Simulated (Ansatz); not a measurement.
# BiB (model cell, started as layered BN type): following an unstable mode, part 2 of 2

Wanted: the energy along a soft mode of BiB (model cell, started as layered BN type) and the structure at the end.

Ansatz 0.2.0; DFT LDA, scalar-relativistic, plane waves, PAW.

So far, highest frequency on the path or at a solved wavevector (cm⁻¹): step 2 (response at finite wavevector) 476. Also lowest frequency on the path (cm⁻¹): step 2 -135.

The structure was built from a prototype and need not be the compound's stable phase.

### Step 5. Energy along the mode, all amplitudes (two of the runs are shown above)

An imaginary frequency means negative curvature, so the energy should fall and then rise again as anharmonic terms take over.

This step gave:

* depth at the lowest point sampled: 0.612 meV/atom
* largest atomic shift at that point: 0.14 Å

The energy from the parent by largest atomic shift:

| largest atomic shift (Å) | energy from the parent (meV/atom) |
| --- | --- |
| 0.000 | 0 |
| 0.040 | -0.118 |
| 0.080 | -0.407 |
| 0.140 | -0.612 |
| 0.220 | 1.54 |
| 0.320 | 13.0 |

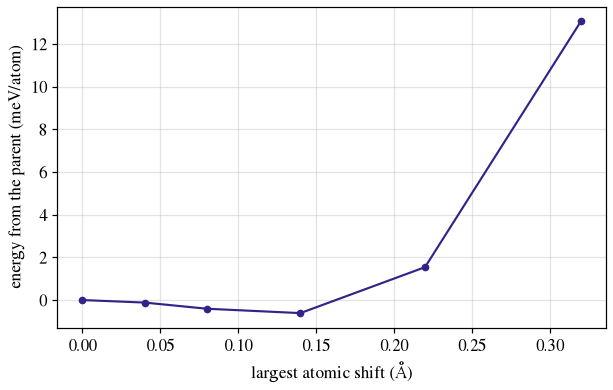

Energy from the parent against largest atomic shift.

Displacement at unit largest shift by atom:

| atom | x (Å) | y (Å) | z (Å) | size |
| --- | --- | --- | --- | --- |
| B1 | 0.00 | 0.00 | 0.00 | 0.00 |
| B2 | 0.00 | 0.00 | 0.00 | 0.00 |
| B3 | 0.00 | 0.00 | 0.00 | 0.00 |
| B4 | 0.00 | 0.00 | 1.00 | 1.00 |
| B5 | 0.00 | 0.00 | 0.00 | 0.00 |
| B6 | 0.00 | 0.00 | -1.00 | 1.00 |
| Bi7 | 0.00 | 0.00 | -0.18 | 0.18 |
| Bi8 | 0.00 | 0.00 | 0.00 | 0.00 |
| Bi9 | 0.00 | 0.00 | 0.18 | 0.18 |
| Bi10 | 0.00 | 0.00 | 0.00 | 0.00 |
| Bi11 | 0.00 | 0.00 | 0.00 | 0.00 |
| Bi12 | 0.00 | 0.00 | 0.00 | 0.00 |

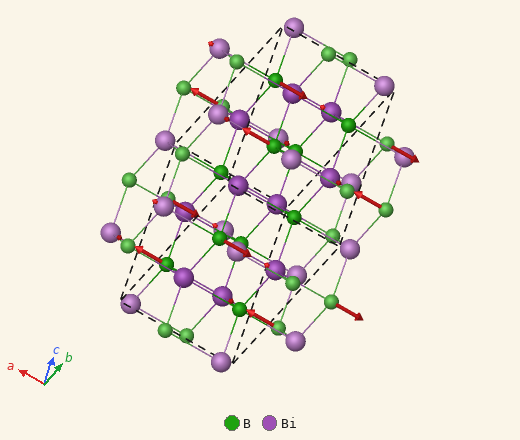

Displacement at unit largest shift as arrows, the longest 1 Å. Some periodic images of atoms are drawn too.

The lowest of the steps tried is at 0.14 Å, 0.612 meV/atom below the parent; the bottom of the well need not coincide with a step.

### Step 6. Relaxing from the distorted cell

Starting from the lowest point found, all atoms and the cell are let go, so that strain and other modes of the same symmetry can join in.

Contents of input.yaml:

```yaml
crystal:
  lattice:
    - [0.0, 0.0, 5.3326373303]
    - [6.2437176955, -3.6048178928, 0.0]
    - [6.2437227189, 3.604809192, 0.0]
  atoms:
    - { symbol: B, position: [0.2500000033, 0.6666666667, 0.3333333333] }
    - { symbol: B, position: [0.25, 0.0, 0.6666666667] }
    - { symbol: B, position: [0.2499999967, 0.3333333333, 1.0] }
    - { symbol: B, position: [0.7762534261, 0.0, 0.3333333333] }
    - { symbol: B, position: [0.7500003175, 0.3333333333, 0.6666666667] }
    - { symbol: B, position: [0.7237472088, 0.6666666667, 0.0] }
    - { symbol: Bi, position: [0.2453625474, 0.0, 0.3333333333] }
    - { symbol: Bi, position: [0.2499999439, 0.3333333333, 0.6666666667] }
    - { symbol: Bi, position: [0.2546373404, 0.6666666667, 0.0] }
    - { symbol: Bi, position: [0.7500000184, 0.6666666667, 0.3333333333] }
    - { symbol: Bi, position: [0.75, 0.0, 0.6666666667] }
    - { symbol: Bi, position: [0.7499999816, 0.3333333333, 1.0] }
kpoints:
  mp_grid: { grid: [8, 6, 6] }
hamiltonian:
  xc: lda
scf:
  occupations: { method: methfessel_paxton, width: 0.2 }
output:
  forces: true
  stress: true
  eigenvalues: true
relax:
  adjacent_minimum: "off"
  f_tol: 0.002
  max_steps: 120
  cell: { stress_tol: 0.03 }
```

Run with:

```bash
$ ansatz run input.yaml --threads 4 --pin off --max-ram 7168MiB --backend cpu --events-out ev --progress --plain --runs-dir out
```

Numbers of over 12 decimals in the logs are rounded to 6 here.

What it wrote:

```text
[...]
Crystal: 12 atoms, lattice volume = 240.048 Å³
Basis set: ecut = 420 eV, 4649 PW (Γ)
Bands: 66, of which v1, the nominal top of the filled ones, is band 54 counted from 1 (53 counted from 0)
Symmetry: 6 space group operations
[...]
k-points: 44 of 288 (time reversal used)
[...]
SCF iter   1: F=—  HF=-73399.392828 eV  |F-HF|=—  |Δ(HF+E_count)|=         —  Δρ=7.13e-3  dr2=1.71e-1  ethr=1.77e-3  ⟨swp⟩=7.1  Hψ=12383  notcnv=0
[...]
SCF iter   7: F=-73399.342309 eV  HF=-73399.342309 eV  |F-HF|=1.96e-9  |Δ(HF+E_count)|=   1.11e-8  S|Δr|=    0.00e0  Δρ=1.66e-6  dr2=7.32e-9  ethr=9.26e-11  ⟨swp⟩=10.5  Hψ=12133  notcnv=0
SCF 1 converged in 7 iterations: F = -73399.342309 eV  dr2 = 7.32e-9
[...]
relax step   1: F+E_penalty+E_count = -73399.34230893 eV  Δ(F+E_penalty+E_count) = +0.000e0 eV  max|allowed force component| = 1.452e-1 eV/Å  Δτ_max = 0.0000 Å  P = +0.195 GPa  Ω = 240.048 Å³  (7 SCF iters, dr2 threshold 1.00e-7 eV, accepted)
Crystal: 12 atoms, lattice volume = 243.387 Å³
Basis set: ecut = 420 eV, 4699 PW (Γ)
[...]
SCF iter   6: F=-73399.327518 eV  HF=-73399.327518 eV  |F-HF|=4.31e-8  |Δ(HF+E_count)|=   1.58e-6  S|Δr|=    0.00e0  Δρ=5.72e-6  dr2=7.46e-8  ethr=1.11e-9  ⟨swp⟩=8.8  Hψ=14104  notcnv=0
SCF 2 converged in 6 iterations: F = -73399.327518 eV  dr2 = 7.46e-8
relax step   2: F+E_penalty+E_count = -73399.32751754 eV  Δ(F+E_penalty+E_count) = +1.479e-2 eV  max|allowed force component| = 2.815e-1 eV/Å  Δτ_max = 0.1092 Å  P = -0.751 GPa  Ω = 243.387 Å³  energy of the carried Pulay correction = -1.578e-3 eV  (6 SCF iters, dr2 threshold 1.20e-6 eV, rejected (line search))
Crystal: 12 atoms, lattice volume = 241.315 Å³
Basis set: ecut = 420 eV, 4627 PW (Γ)
[...]
SCF iter   8: F=-73399.360391 eV  HF=-73399.360391 eV  |F-HF|=4.37e-11  |Δ(HF+E_count)|=  2.91e-11  S|Δr|=    0.00e0  Δρ=1.09e-7  dr2=3.12e-11  ethr=1.00e-12  ⟨swp⟩=4.9  Hψ=14411  notcnv=0
SCF 3 converged in 8 iterations: F = -73399.360391 eV  dr2 = 3.12e-11
relax step   3: F+E_penalty+E_count = -73399.36039096 eV  Δ(F+E_penalty+E_count) = -1.808e-2 eV  max|allowed force component| = 1.033e-1 eV/Å  Δτ_max = 0.0492 Å  P = -0.155 GPa  Ω = 241.315 Å³  energy of the carried Pulay correction = -6.017e-4 eV  (8 SCF iters, accepted)
[... from here on, the SCF cycles and remarks between the steps are left out ...]
relax step   4: F+E_penalty+E_count = -73399.36778567 eV  Δ(F+E_penalty+E_count) = -7.395e-3 eV  max|allowed force component| = 6.077e-2 eV/Å  Δτ_max = 0.0342 Å  P = +0.000 GPa  Ω = 241.259 Å³  energy of the carried Pulay correction = -5.750e-4 eV  (5 SCF iters, dr2 threshold 6.67e-7 eV, accepted)
relax step   5: F+E_penalty+E_count = -73399.31775182 eV  Δ(F+E_penalty+E_count) = +5.003e-2 eV  max|allowed force component| = 7.405e-1 eV/Å  Δτ_max = 0.1486 Å  P = +0.568 GPa  Ω = 242.669 Å³  energy of the carried Pulay correction = -1.241e-3 eV  (6 SCF iters, dr2 threshold 2.31e-7 eV, rejected (line search))
relax step   6: F+E_penalty+E_count = -73399.38152634 eV  Δ(F+E_penalty+E_count) = -1.374e-2 eV  max|allowed force component| = 5.712e-2 eV/Å  Δτ_max = 0.0555 Å  P = -0.111 GPa  Ω = 242.503 Å³  energy of the carried Pulay correction = -1.163e-3 eV  (9 SCF iters, accepted)
relax step   7: F+E_penalty+E_count = -73399.38728276 eV  Δ(F+E_penalty+E_count) = -5.756e-3 eV  max|allowed force component| = 3.538e-2 eV/Å  Δτ_max = 0.0188 Å  P = +0.180 GPa  Ω = 241.987 Å³  energy of the carried Pulay correction = -9.191e-4 eV  (5 SCF iters, dr2 threshold 2.86e-7 eV, accepted)
relax step   8: F+E_penalty+E_count = -73399.38682196 eV  Δ(F+E_penalty+E_count) = +4.608e-4 eV  max|allowed force component| = 1.222e-2 eV/Å  Δτ_max = 0.0102 Å  P = -0.182 GPa  Ω = 243.402 Å³  energy of the carried Pulay correction = -1.586e-3 eV  (5 SCF iters, dr2 threshold 5.07e-7 eV, accepted)
relax step   9: F+E_penalty+E_count = -73399.38821867 eV  Δ(F+E_penalty+E_count) = -1.397e-3 eV  max|allowed force component| = 8.047e-3 eV/Å  Δτ_max = 0.0080 Å  P = -0.001 GPa  Ω = 242.683 Å³  energy of the carried Pulay correction = -1.247e-3 eV  (5 SCF iters, dr2 threshold 2.92e-7 eV, accepted)
relax step  10: F+E_penalty+E_count = -73399.38827362 eV  Δ(F+E_penalty+E_count) = -5.495e-5 eV  max|allowed force component| = 8.972e-4 eV/Å  Δτ_max = 0.0020 Å  P = -0.000 GPa  Ω = 242.633 Å³  energy of the carried Pulay correction = -1.224e-3 eV  (5 SCF iters, dr2 threshold 4.05e-9 eV, accepted)
[...]
SCF iter   5: F=-73399.390258 eV  HF=-73399.390258 eV  |F-HF|=0.00e0  |Δ(HF+E_count)|=  5.82e-11  S|Δr|=    0.00e0  Δρ=6.28e-8  dr2=9.10e-12  ethr=1.00e-12  ⟨swp⟩=7.2  Hψ=12882  notcnv=0
SCF 11 converged in 5 iterations: F = -73399.390258 eV  dr2 = 9.10e-12
relax step  11: F+E_penalty+E_count = -73399.39025752 eV  Δ(F+E_penalty+E_count) = -1.984e-3 eV  max|allowed force component| = 9.613e-4 eV/Å  Δτ_max = 0.0000 Å  P = +0.008 GPa  Ω = 242.633 Å³  stress off target by 2.92e-2 GPa  SCF on the basis re-selected at this cell (its energy is not comparable with the rows above)  (5 SCF iters)
basis re-selected at this cell: Δ(F+E_penalty+E_count) = -1.984e-3 eV, ΔP = +0.009 GPa vs the last step (what re-selecting the basis moved, of the pressure what is left beyond the Pulay correction that the steps carried, after the strain that the cell walked since its last selection, with what the two solves' SCF thresholds leave and, on support functions, any second-order correction that the steps lacked; it is no measure of the basis error at this ecutwfc). The dense FFT grid was sized anew with the basis: this SCF ran on 40×48×48 points, the steps before it on 36×50×50, so part of this shift can come from that change (see relax.cell in the input reference). [rest of the remark cut]
SCF converged after 5 iterations
[...]
Free energy (F): -73399.390258 eV
[...]
Internal energy: -73399.406114 eV  (E = F + TS)
E sigma→0 (E₀):  -73399.394222 eV
Entropy (-TS):   0.015856 eV (1.321 meV/atom)
Fermi energy:    10.339402 eV
[...]
--- Forces (eV/Å), atoms counted from 1 ---
  atom   1  B      0.00000000     0.00055151     0.00000000
  atom   2  B      0.00047762    -0.00027575    -0.00000000
  atom   3  B     -0.00047762    -0.00027575    -0.00000000
  atom   4  B      0.00000000     0.00000000     0.00096134
  atom   5  B      0.00000000     0.00000000     0.00000000
  atom   6  B      0.00000000     0.00000000    -0.00096134
  atom   7  Bi     0.00000000     0.00000000    -0.00095500
  atom   8  Bi    -0.00000000     0.00000000     0.00000000
  atom   9  Bi     0.00000000     0.00000000     0.00095500
  atom  10  Bi    -0.00000000    -0.00038826    -0.00000000
  atom  11  Bi    -0.00033624     0.00019413    -0.00000000
  atom  12  Bi     0.00033625     0.00019413    -0.00000000
  max |Σ_I F_I| component: 3.19e-17 eV/Å
--- Stress (GPa, compression-positive) ---
       -0.002420      -0.000000      -0.000000
       -0.000000      -0.002420      -0.000000
       -0.000000      -0.000000       0.029157
  P = ⅓ Tr σ = 0.0081 GPa (0.081 kbar)
--- Band table (eV; the first three rows and the last of 44) ---
  k-point 0: bands = [... 50 lower, 7.9220, 8.1020, 10.1162, 10.1162, 10.9644, 10.9753, 12.4531, 12.4531, ... 8 higher]
  k-point 1: bands = [... 50 lower, 7.8833, 9.0364, 9.1638, 9.9271, 10.7105, 11.7405, 11.7937, 12.1974, ... 8 higher]
  k-point 2: bands = [... 50 lower, 8.2108, 8.5054, 9.4145, 9.8990, 10.0732, 10.4750, 11.4999, 12.1165, ... 8 higher]
  k-point 43: bands = [... 50 lower, 9.9575, 9.9642, 10.2866, 10.2866, 10.4135, 10.4135, 10.4539, 10.4613, ... 8 higher]
--- Relaxed structure (10 steps of the walk, 8 accepted, 1 SCFs on fresh bases) ---
  F+E_penalty+E_count = -73399.39025752 eV   max|allowed force component| = 9.613e-4 eV/Å   (the final SCF, on the basis selected at the relaxed cell)
  cell:  # Å, volume = 242.6331 Å³
    - [-4.869994981259133e-18, 0, 5.534075]
    - [6.161942, -3.557605, -5.702040141265392e-18]
    - [6.161947, 3.557596, -5.702030374028946e-18]
  atoms:
    - { symbol: B, position: [0.250000, 0.667466, 0.332534] }
    - { symbol: B, position: [0.250000, -0.000798987, 0.666667] }
    - { symbol: B, position: [0.250000, 0.333333, 1.000799] }
    - { symbol: B, position: [0.793840, -2.744187530994173e-17, 0.333333] }
    - { symbol: B, position: [0.750000, 0.333333, 0.666667] }
    - { symbol: B, position: [0.706160, 0.666667, 2.790503517928713e-19] }
    - { symbol: Bi, position: [0.224816, -2.766673567338118e-17, 0.333333] }
    - { symbol: Bi, position: [0.250000, 0.333333, 0.666667] }
    - { symbol: Bi, position: [0.275184, 0.666667, 1.0874352942855905e-19] }
    - { symbol: Bi, position: [0.750000, 0.667166, 0.332834] }
    - { symbol: Bi, position: [0.750000, -0.000499505, 0.666667] }
    - { symbol: Bi, position: [0.750000, 0.333333, 1.000500] }
```

Wall time 85 s (4 threads of Intel Xeon 6975P-C (Granite Rapids), shared host); peak memory 1.1 GiB; 5.6 min of CPU time.

Relaxation path:

| step | energy less that of the first step (eV) | largest force component (eV/Å) | pressure (GPa) | volume (Å³) |
| --- | --- | --- | --- | --- |
| 1 | 0.0000 | 0.1452 | 0.19 | 240.05 |
| 2 | 0.0148 | 0.2815 | -0.75 | 243.39 |
| 3 | -0.0181 | 0.1033 | -0.15 | 241.32 |
| 4 | -0.0255 | 0.0608 | 0.00 | 241.26 |
| 5 | 0.0246 | 0.7405 | 0.57 | 242.67 |
| 6 | -0.0392 | 0.0571 | -0.11 | 242.50 |
| 7 | -0.0450 | 0.0354 | 0.18 | 241.99 |
| 8 | -0.0445 | 0.0122 | -0.18 | 243.40 |
| 9 | -0.0459 | 0.0080 | 0.00 | 242.68 |
| 10 | -0.0460 | 0.0009 | 0.00 | 242.63 |
| 11* | -0.0479 | 0.0010 | 0.01 | 242.63 |

Relaxation steps marked * repeat the geometry before them on a plane-wave basis chosen anew for their cell, so energy and pressure can jump there. Relaxation steps 2, 5 were tried and not accepted.

The run keeps the 6 symmetry operations that it works with, so distortions that break them were not tested.

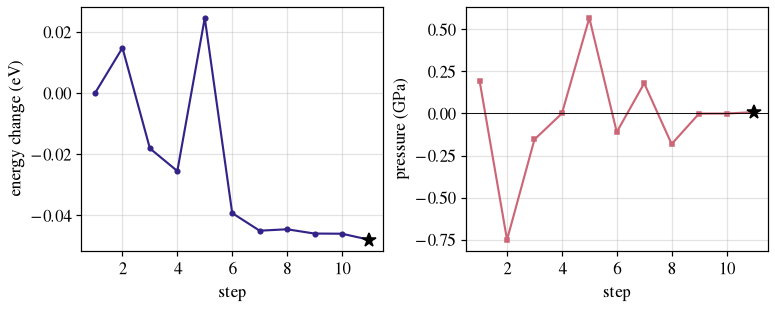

Energy and pressure along the relaxation. Stars mark steps on a basis chosen anew.

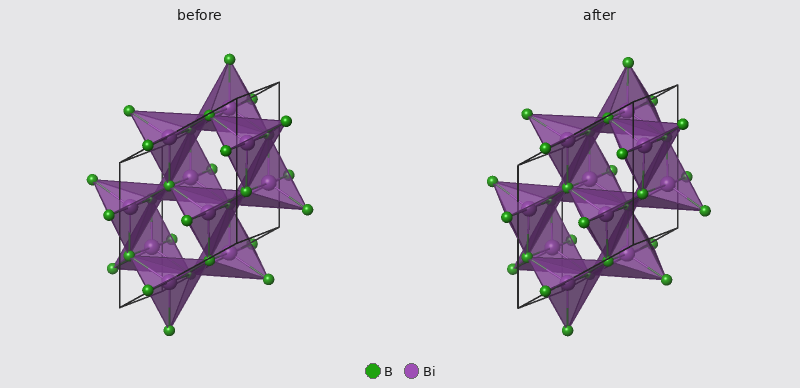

Before and after, at one scale.

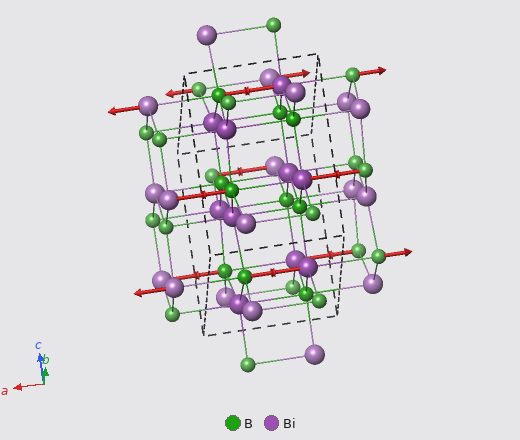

Displacements in the relaxation, exaggerated, measured against the changing cell; the longest in the cell stands for 0.11 Å. Some periodic images of atoms are drawn too.

| cell as run | before | after | change |
| --- | --- | --- | --- |
| a (Å) | 5.333 | 5.534 | +3.8 % |
| b (Å) | 7.210 | 7.115 | -1.3 % |
| c (Å) | 7.210 | 7.115 | -1.3 % |
| volume (Å³/atom) | 20.00 | 20.22 | +1.1 % |

The atoms that moved most (Å, as changes of fractional coordinates times the final cell):

| atom | dx | dy | dz | length |
| --- | --- | --- | --- | --- |
| Bi9 | 0.000 | 0.000 | 0.114 | 0.114 |
| Bi7 | 0.000 | 0.000 | -0.114 | 0.114 |
| B6 | 0.000 | 0.000 | -0.097 | 0.097 |
| B4 | 0.000 | 0.000 | 0.097 | 0.097 |
| B3 | 0.005 | 0.003 | 0.000 | 0.006 |
| B1 | 0.000 | -0.006 | 0.000 | 0.006 |
| B2 | -0.005 | 0.003 | 0.000 | 0.006 |

Final coordinates:

```
B Bi
1.0
     0.00000    0.00000    5.53408
     6.16194   -3.55760    0.00000
     6.16195    3.55760    0.00000
B Bi
6 6
Cartesian
  6.1619 -1.1916 1.3835
  4.1030 2.3746 1.3835
  8.2209 2.3746 1.3835
  2.0540 1.1859 4.3932
  6.1619 1.1859 4.1506
  4.1080 -2.3717 3.9079
  2.0540 1.1859 1.2441
  6.1619 1.1859 1.3835
  4.1080 -2.3717 1.5229
  6.1619 -1.1894 4.1506
  4.1049 2.3735 4.1506
  8.2190 2.3735 4.1506
```

Numbers from this step:

```yaml
pressure: 0.008106 GPa
volume_per_atom: 20.22 Å³
```

The distorted start has space group P321; the relaxation ends in P321.

### Step 7. Results

* unstable mode of the parent: q = (0.333, 0.333, 0), 115i cm⁻¹
* depth at the lowest point sampled: 0.612 meV/atom
* largest atomic shift at that point: 0.14 Å
* space group reached (within 0.01 Å): P321
* energy gained over the parent (first relaxation, on the mesh of the frozen mode): 4.84 meV/atom
* volume per atom, phase reached: 20.2 Å³

**Reading.** Along this mode the structure falls into P321, 4.84 meV/atom below the parent. At the parent's cell the well is 0.612 meV/atom deep on the steps tried, with its lowest point at a shift of 0.14 Å. Relaxing atoms and cell changes the gain by +4.23 meV/atom against the lowest step (energies at zero smearing). Most of the total comes from this relaxation. The modes of the phase reached were not computed on this path. How so shallow a well moves with the k mesh was not tested. Of the 4 patterns followed to their end from this parent, this one ends 392 meV/atom above the lowest, P6_3mc. Each path keeps the symmetry of its pattern, so a lower phase may lie along a pattern not tried. With no gap, or one that is small against the smearing, the frequencies hang on the k mesh and the smearing, most of all near Kohn anomalies. Spin-orbit coupling is left out, which can matter for the heavy elements here. The starting cell was built on a prototype and not taken from a measurement, so the phase need not exist.

[Logs are printed without paths, hosts, clocks, repeated set-up lines and the standing remarks that a program may print on its own settings, such as how far it seeks lower states.]

[Hosts, paths, dates, database ids (printed as entryN), source tags and the programs' standing remarks are cut or masked in the printed files.]
